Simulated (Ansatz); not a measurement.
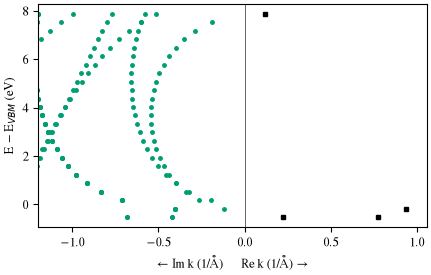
Fig. 1. Complex bands at the centre of the two-dimensional zone; r2SCAN in Ansatz (a quantum-chemistry and plane-wave program)

The gap is the functional's own, uncorrected, and κ follows it; spin-orbit coupling is left out. Mid-gap means the computed energy nearest the middle.

**Question.** This is CaF₂ (Fm-3m, fluorite, 3 atoms a cell, 14.0 Å³ an atom, -3 GPa at this level) along the normal of (001). Read off the slowest decay at the centre of the two-dimensional zone at 4.03 eV, the computed energy nearest the middle of the gap.

**Answer.** κ ≈ 0.54 1/Å, a decay length 1/(2κ) of the density of 0.92 Å.
